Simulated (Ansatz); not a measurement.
The reference is Y in the hcp (Mg type) structure (space group P6_3/mmc, No. 194; a = 3.594 Å, c = 5.610 Å; relaxed with 0.1 eV smearing). Axes: x lies along a and z along c of the hexagonal cell.

Structures relaxed with PBEsol/PAW in Ansatz (an electronic-structure program), scalar-relativistic without spin-orbit coupling.

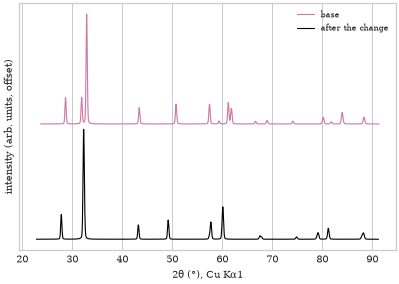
Figure: Simulated powder patterns before (top) and after one change

Problem. Which change produced these results?
(A) biaxial strain −2.50 %, plane normal [001], relaxed out of plane
(B) biaxial strain +3.00 %, plane normal [001], relaxed out of plane
(C) biaxial strain −3.00 %, plane normal [001], relaxed out of plane
(D) biaxial strain +2.00 %, plane normal [001], relaxed out of plane

Solution. B, biaxial strain +3.00 %, plane normal [001], relaxed out of plane. Its volume per atom is 32.76 Å³ against 31.38 Å³, and its space group is P6_3/mmc (No. 194).

No phonon test of stability was made. The final runs are not spin-polarised.
